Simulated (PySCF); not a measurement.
```xyz
16

C     3.7155    0.5502   -0.2063
S     2.2420    0.1698   -1.2001
C     1.0829   -0.2492    0.1664
B    -0.2164   -0.9534   -0.3623
C    -1.5570   -0.5290    0.1804
C    -2.6285   -0.1731    0.6090
C    -3.9244    0.2460    1.1243
F    -4.8799    0.2215    0.1816
F    -4.3425   -0.5492    2.1234
F    -3.8998    1.4980    1.6130
H     4.4711    0.9077   -0.8977
H     4.0669   -0.3483    0.2938
H     3.4787    1.3255    0.5170
H     1.6295   -0.9602    0.7922
H     0.9142    0.6586    0.7461
H    -0.1597   -1.8062   -1.1572
```

Geometry: GFN2-xTB.

The calculation used PBE0/pcSseg-1, SCF density, gas phase, non-relativistic (PySCF).

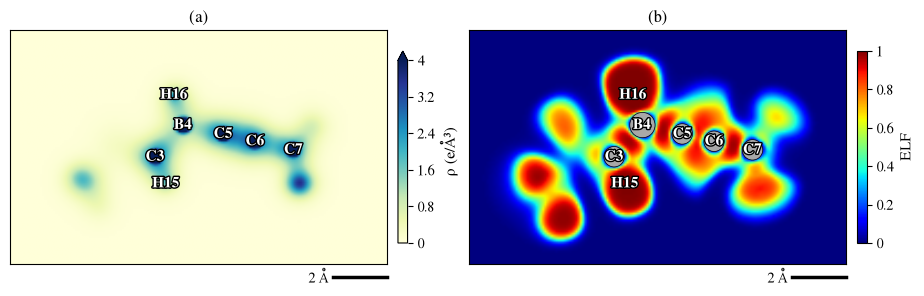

C5H6BF3S (SMILES CSCBC#CC(F)(F)F). (a) electron density; (b) ELF on the plane of atoms C5, B4 and H16. Grey discs cover the atomic cores in the ELF map.

> What does the map show?

- Atoms in the plane: C, B and H.
- C–C (1.21 Å): the density is about 2.7 e/Å³ at the midpoint; the ELF peaks at about 0.85 between the atoms (a short, multiple covalent bond).
- C–B (1.51 Å): ρ is about 1.5 e/Å³ halfway; the ELF peaks at about 1 between the atoms (a covalent bond).
- C–H (1.09 Å): ρ is about 2 e/Å³ halfway; the ELF climbs to about 1 towards the hydrogen, as it does in any bond to H; an ordinary covalent bond to hydrogen.
- C–B (1.57 Å): the density is about 1.4 e/Å³ at the midpoint; the ELF peaks at about 1 between the atoms: a shared electron pair.
- B–H (1.17 Å): the density is about 1.3 e/Å³ at the midpoint; the ELF climbs to about 1 towards the hydrogen (an ordinary covalent bond to hydrogen).
- The ELF also peaks beside F10, away from the bonds: lone-pair regions.
